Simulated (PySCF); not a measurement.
# C2H6N2, SMILES `CN=NC`: electronic structure

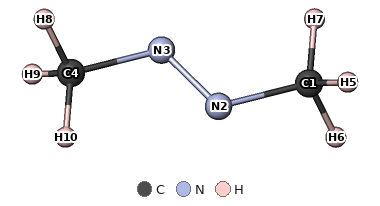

The molecule, with its atoms numbered as below. No frequency check shows the geometry to be a minimum.

Cartesian coordinates (Å):

```
C1       1.7830    0.0696   -0.0003
N2       0.4437   -0.4366   -0.0005
N3      -0.4437    0.4366   -0.0005
C4      -1.7830   -0.0696   -0.0003
H5       2.2879   -0.3306    0.8798
H6       2.2879   -0.3306   -0.8806
H7       1.8257    1.1636    0.0061
H8      -2.2879    0.3306    0.8798
H9      -2.2879    0.3306   -0.8806
H10     -1.8257   -1.1636    0.0061
```

### 1. Bonding charge

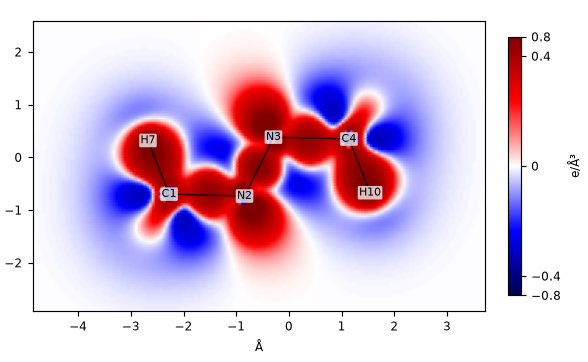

Deformation density (molecule less spherical, spin-averaged free atoms) in the plane of C1, N2, N3, C4, H7 and H10; colour scale in e/Å³, logarithmic beyond ±0.1; red: gain, blue: loss.

Computed with PySCF, B3LYP/def2-TZVP, geometry: GFN2-xTB.

> How much density has each bond in this plane gained at its critical point, relative to the free atoms?

C1–H7 and C4–H10: +0.74 e/Å³ at the bond critical point (bond length 1.09 Å, Mayer order 1.0). N2–N3: +0.72 e/Å³ at the bond critical point (bond length 1.25 Å, Mayer order 1.7). C1–N2 and N3–C4: +0.43 e/Å³ at the bond critical point (bond length 1.43 Å, Mayer order 1.0). In all, 2.3 electrons gather in the regions of gain relative to the promolecule.

### 2. Electrostatic potential

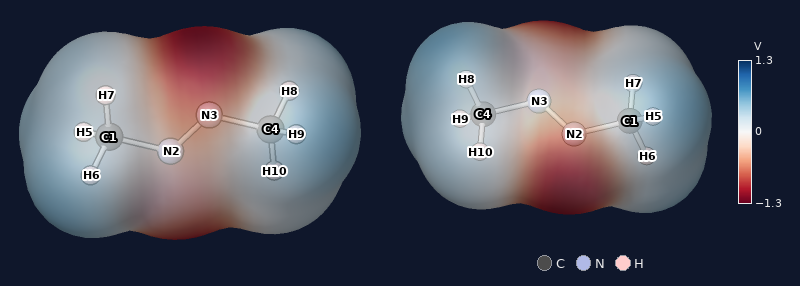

Electrostatic potential on the surface of electron density 0.001 a.u. (back view left, front view right).

> Where are the extremes of the potential on the surface?

Highest: 0.60 V, 1.4 Å from H8, and at like points elsewhere. Further maxima include 0.34 V, 1.4 Å from H10. Lowest: −1.21 V, 2.0 Å from N3. The surface is sampled at points, so like sites can differ by a few per cent and only the strongest of them is named.

> What volume does the surface enclose, and what is the dipole moment?

About 93 Å³; the dipole moment is 0.0 D.

### 3. Excited states

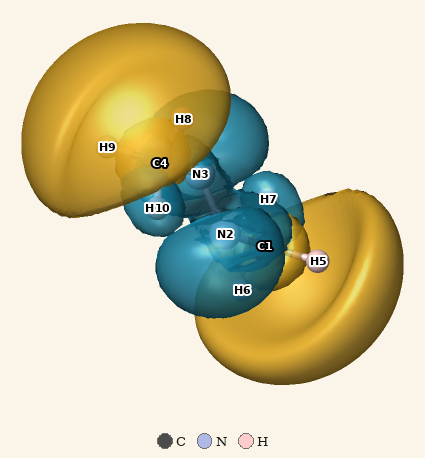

Unrelaxed difference density of S₃ less the ground state (full linear response singlet states), ±0.006 e/Å³; yellow: gain, teal: loss.

Method: CAM-B3LYP/6-31+G*; geometry: GFN2-xTB; program: PySCF.

> How does the charge move on excitation?

0.90 e is displaced in all, largely into diffuse regions outside the molecule. The state: 6.96 eV (178 nm), f = 0.063, n → diffuse (Rydberg-like) orbital; the leading pair carries 99 %; hole on N2 and N3 (39 % each) and C1 and C4 (8 % each), electron on C1 and C4 (24 % each), H5, H6, H8 and H9 (9 % each) and H7 and H10 (5 % each) (atom shares of so diffuse an orbital are rough); their centroids lie 0.0 Å apart.

### 4. In an electric field

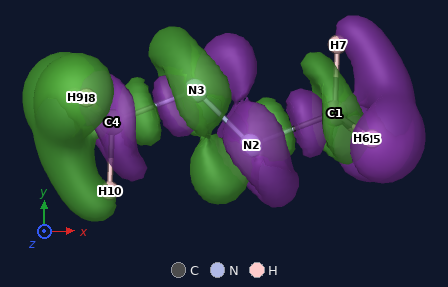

Change of the electron density in a uniform field of 0.51 V/Å, surfaces at ±0.004 e/Å³ (purple: gain, green: loss).

Method: PBE0/6-31+G*; geometry: GFN2-xTB; program: PySCF. The basis has diffuse s and p functions alone, which still leaves polarisabilities too small, most of all across bonds.

> Along which Cartesian direction does the field point?

Along −x: electrons gather on the +x side, against the field.

> How large is the response?

The induced dipole is 1.50 D (along the field); α along this axis, from the fields in both directions, is 59 bohr³ (8.7 Å³).

> Which atoms gain and lose the most charge?

Electrons gather most on H5 and H6 alike (Hirshfeld charge changes by −0.016 e) and leave H8 and H9 alike most (+0.016 e); 0.126 electrons are displaced in all.

The PySCF runs shown took 7.5 s, 2.2 min and 9.7 s on 1 thread of Intel(R) Xeon(R) 6975P-C (Granite Rapids), on a shared host.
